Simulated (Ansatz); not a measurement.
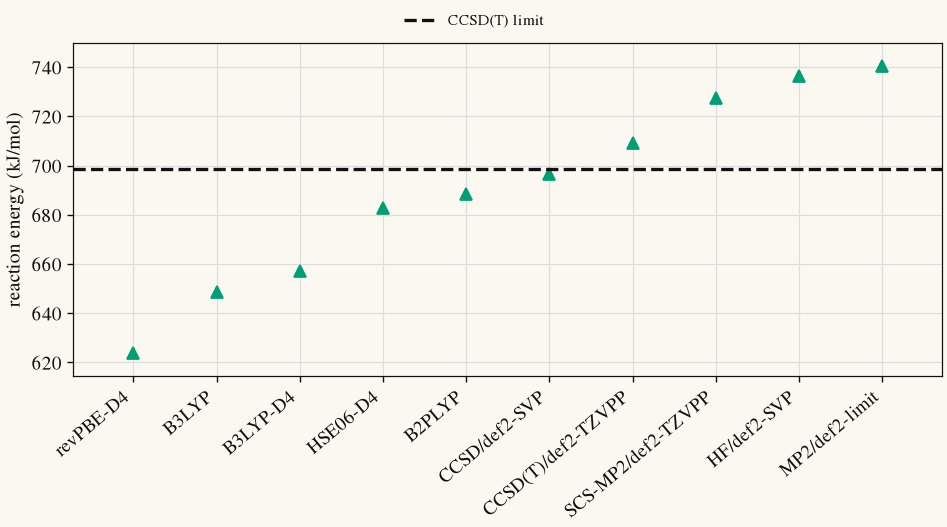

Electronic reaction energy of GeBrF₃ ([F][Ge]([F])([F])[Br]) → F₂ (FF) + GeBrF ([F][Ge][Br]) [singlet] (SMILES in brackets) at several levels (functionals in def2-TZVPP unless a basis is named), isolated molecules at PBE0-D4 triple-zeta geometries, minima by their frequencies, no zero-point or thermal terms, the Ansatz code 0.2.0. The line is frozen-core CCSD(T) at the basis limit (MP2 extrapolated from triple and quadruple zeta, plus CCSD(T) less MP2 in a smaller set). B2PLYP holds a correlation term that converges slowly with the basis, so part of the distance to the limit is basis error. No dispersion term is added to B3LYP and B2PLYP. The distance of CCSD/def2-SVP, CCSD(T)/def2-TZVPP, SCS-MP2/def2-TZVPP and HF/def2-SVP to the limit includes basis error. The limit lies 10.5 kJ/mol from CCSD(T)/def2-TZVPP, so the line itself is uncertain by a part of that.

### Which level comes closest to the line (CCSD(T) limit), and which misses most?

Closest CCSD/def2-SVP (696.5 kJ/mol), against 698.7 kJ/mol; farthest revPBE-D4 (623.9 kJ/mol).

### Give the values.

```csv
level,kJ/mol,less CCSD(T) limit
revPBE-D4,623.9,−74.8
B3LYP,648.8,−49.9
B3LYP-D4,657.0,−41.7
HSE06-D4,682.7,−16.1
B2PLYP,688.6,−10.1
CCSD/def2-SVP,696.5,−2.2
CCSD(T)/def2-TZVPP,709.2,10.5
SCS-MP2/def2-TZVPP,727.4,28.6
HF/def2-SVP,736.4,37.7
MP2/def2-limit,740.5,41.7
CCSD(T) limit,698.7,0.0
```

Note: no scalar relativity up to krypton; outer-core shells are correlated without core-valence functions, which makes the correlated values less sure.
